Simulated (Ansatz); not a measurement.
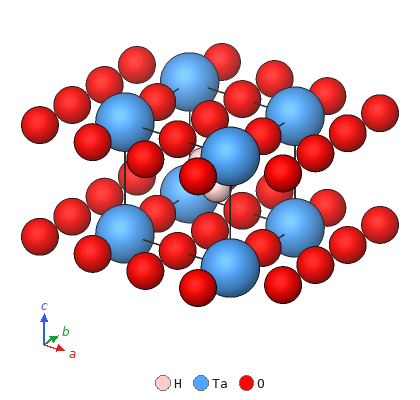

TaH2O3, space group P6/mmm (No. 191), a = 4.964 Å, b = 4.964 Å, c = 3.338 Å, α = 90.00°, β = 90.00°, γ = 120.00°. Source: coordinates from a relaxation (final pressure about -34 GPa) with Ansatz 0.2.0, DFT, PAW plane waves, pbe; the starting structure was generated, so it need not be a known form of this composition. Forms under 0.4 % of the area are left out.

**Estimate the growth shape by the BFDH rule (face distance proportional to 1/d, absences counted).**

The forms computed, by share of the surface:

```tsv
form	faces	d (Å)	share of area (%)
{100}	6	4.299	72.0
{001}	2	3.338	28.0
```

Widths along a, b and c stand as 1.00 : 1.00 : 1.12.

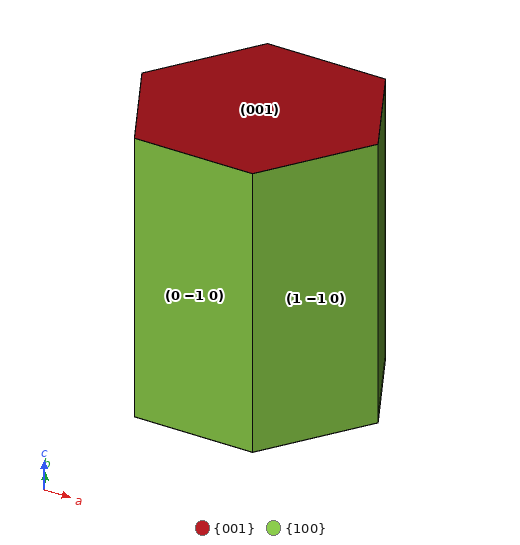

The computed shape, faces indexed. The rule is geometric and ignores bonding and growth conditions.
